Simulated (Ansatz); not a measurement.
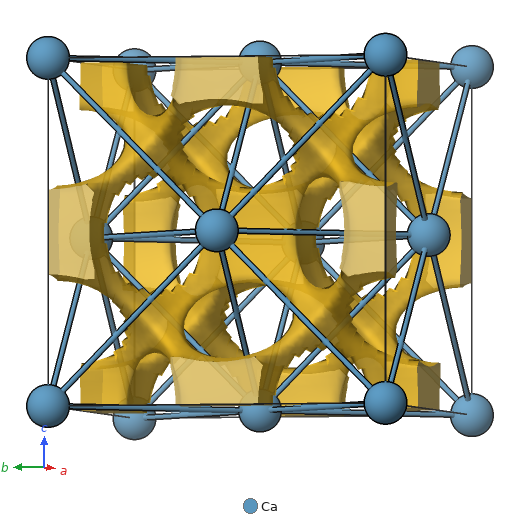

The yellow surface encloses the points that the centre of a probe sphere of radius 0.35 Å can occupy in Ca (Fm-3m, No. 225), computed on a grid of about 0.15 Å (1×1×1 cells shown, view from a free direction; pale faces close the region where the box cuts it).

Atoms are hard spheres with covalent radii (Cordero): Ca 1.76 Å.

The cell is taken from the end point of a relaxation with DFT r2SCAN, scalar-relativistic, plane waves, PAW (Ansatz 0.2.0).

```xyz
4
Lattice="5.5732 0.0000 0.0000 0.0000 5.5732 0.0000 0.0000 0.0000 5.5732" Properties=species:S:1:pos:R:3 pbc="T T T"
Ca    0.0000    0.0000    0.0000
Ca    0.0000    2.7866    2.7866
Ca    2.7866    0.0000    2.7866
Ca    2.7866    2.7866    0.0000
```

### Describe the connectivity of the accessible space.

Where they connect, they form a three-dimensional network.

### What share of the cell can the probe's centre reach?

About 12 % of the volume (22 Å³ of 173.1 Å³).

### Give the largest included and the largest free sphere.

The largest sphere that fits anywhere has a diameter of 2.05 Å; the largest that can travel through the crystal, about 1.0 Å.

### How does the connectivity change as the probe shrinks?

Below a radius of about 0.52 Å the space forms a three-dimensional network. These are grid estimates, good to about 0.05 Å.
